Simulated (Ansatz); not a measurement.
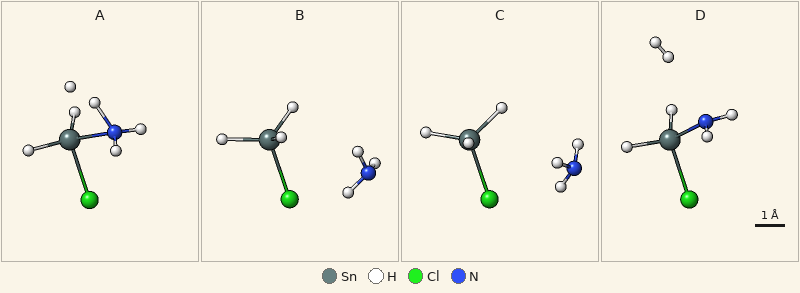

4 geometries from a converged minimum-energy path of SnNH$_{6}$Cl, made up at the start of SnH₃Cl and NH3, shuffled. A ball-and-stick model, seen at a tilt.

Method: RHF/def2-SVP in Ansatz. Set-up: 7 movable images; climbing image; force threshold 0.05 eV/Å; iteration limit 60; starting path through a guess of the saddle point.

> One of them is the converged climbing image. Which?

A. In order along the path, whose images run from 0 to 8: C (image 0, 0.00 eV), B (image 1, +0.03 eV), A (image 4, +2.30 eV), D (image 7, +0.50 eV). Breaking: H–N (1.00 → 2.92 Å), H–Sn (1.70 → 5.08 Å). Forming: H–H (3.27 → 0.75 Å), N–Sn (4.11 → 2.01 Å).

Limits of the set-up: the start holds two separate molecules, 3.0 Å apart at their closest, whose relative position is a soft coordinate and is computed without a dispersion correction; Hartree-Fock leaves out electron correlation.
